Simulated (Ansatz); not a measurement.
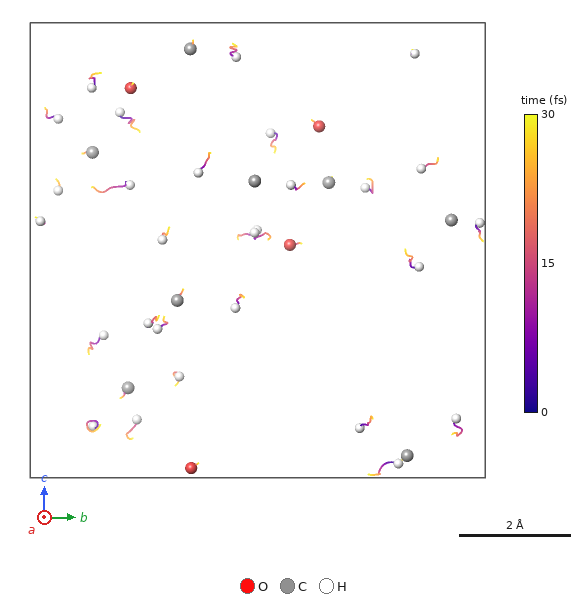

First-principles dynamics of a periodic cell with 2 HCOOH + 6 CH4 at 0.564 g/cm³, 30 fs long. It starts from the last geometry of an earlier run, with fresh velocities. Lines trace each atom's path, coloured by time; spheres stand at the starting positions. Seen along the a axis in the simulation cell.

All numbers below come from DFT r2SCAN-D3(BJ), scalar-relativistic, plane waves, PAW in Ansatz. Set-up: plane-wave cutoff 500 eV; k-point mesh 1 × 1 × 1; Fermi-Dirac smearing 0.02 eV; Langevin thermostat and barostat (NPT); set temperature 300 K; time step 0.75 fs; friction 0.01 per fs; target pressure 0 GPa.

Input
```yaml
crystal:
  lattice:
    - [8.215003, 0.0, 0.0]
    - [0.0, 8.215003, 0.0]
    - [0.0, 0.0, 8.215003]
  atoms:
    - { symbol: O, position: [0.63866686, 0.22066621, 0.85666017] }
    - { symbol: C, position: [0.68939572, 0.35163502, 0.94286735] }
    - { symbol: O, position: [0.81727815, 0.35348988, 1.02142115] }
    - { symbol: H, position: [0.7207846, 0.13494226, 0.85734428] }
    - { symbol: H, position: [0.60689167, 0.45251777, 0.92500678] }
    - { symbol: O, position: [0.39316186, 0.57048422, 0.51202482] }
    - { symbol: C, position: [0.36167001, 0.65613255, 0.64897017] }
    - { symbol: O, position: [0.43066327, 0.63488717, 0.77257001] }
    - { symbol: H, position: [0.48258571, 0.49288764, 0.53895045] }
    - { symbol: H, position: [0.25348312, 0.73626617, 0.6374985] }
    - { symbol: C, position: [0.69083234, -0.07443136, 0.56652772] }
    - { symbol: H, position: [0.56558244, -0.01221141, 0.56039295] }
    - { symbol: H, position: [0.79282242, 0.02210469, 0.56388837] }
    - { symbol: H, position: [0.70947286, -0.14537267, 0.46389139] }
    - { symbol: H, position: [0.69931368, -0.14060776, 0.67964907] }
    - { symbol: C, position: [0.76906644, 0.82836579, 0.04879675] }
    - { symbol: H, position: [0.82600043, 0.84510827, -0.06763476] }
    - { symbol: H, position: [0.81549001, 0.72395022, 0.10925932] }
    - { symbol: H, position: [0.6402652, 0.80897715, 0.03127345] }
    - { symbol: H, position: [0.77672964, 0.93617001, 0.13024799] }
    - { symbol: C, position: [0.95189844, 0.49338139, 0.65222514] }
    - { symbol: H, position: [1.01831573, 0.52809855, 0.75761187] }
    - { symbol: H, position: [0.91437159, 0.36937204, 0.67072158] }
    - { symbol: H, position: [1.03094338, 0.49810356, 0.54453977] }
    - { symbol: H, position: [0.84722813, 0.57271697, 0.64379361] }
    - { symbol: C, position: [0.21304927, 0.21481678, 0.19773019] }
    - { symbol: H, position: [0.18972941, 0.16128208, 0.31331332] }
    - { symbol: H, position: [0.10205578, 0.23406994, 0.128066] }
    - { symbol: H, position: [0.28509022, 0.13858707, 0.11303046] }
    - { symbol: H, position: [0.27434582, 0.32751835, 0.22264722] }
    - { symbol: C, position: [0.65947578, 0.32303032, 0.38996316] }
    - { symbol: H, position: [0.68312801, 0.45070725, 0.37334942] }
    - { symbol: H, position: [0.66044332, 0.29030556, 0.52313003] }
    - { symbol: H, position: [0.75886137, 0.25920013, 0.33973018] }
    - { symbol: H, position: [0.54769737, 0.27946138, 0.32731872] }
    - { symbol: C, position: [0.24623587, 0.1365389, 0.71539516] }
    - { symbol: H, position: [0.32265451, 0.06144269, 0.78909134] }
    - { symbol: H, position: [0.32612849, 0.21901482, 0.64367515] }
    - { symbol: H, position: [0.1630544, 0.19691929, 0.80341217] }
    - { symbol: H, position: [0.17356822, 0.06125563, 0.63141276] }
basis:
  ecutwfc: 500.0
kpoints:
  mp_grid: { grid: [1, 1, 1] }
hamiltonian:
  xc: r2scan
  dispersion: d3bj
scf:
  occupations: { method: fermi_dirac, width: 0.02 }
  lower_state_search: "off"
md:
  timestep: 0.75
  n_steps: 40
  ensemble: npt_langevin
  temperature: 300.0
  initial_velocities: maxwell_boltzmann
  seed: 597886
  friction: 0.01
  pressure: 0.0
  fix_cell: [angles]
```

Command:
```bash
ansatz run input.yaml --threads 1 --pin off --max-ram 3072MiB --backend cpu --events-out ev --progress --plain --runs-dir out
```

Question: What do the traces tell about the motion?

Answer: In the second half of the run the atoms are, in the root-mean-square, this far from where they began (common drift taken out): H 0.32 Å, O 0.17 Å, C 0.13 Å. The heavy atoms stay within a fraction of a molecule's size of their starting places; so short a run doesn't tell a liquid from a solid.

Limits of the set-up: the periodic images lie only 8.2 Å apart, so the values are limited by the cell's size.
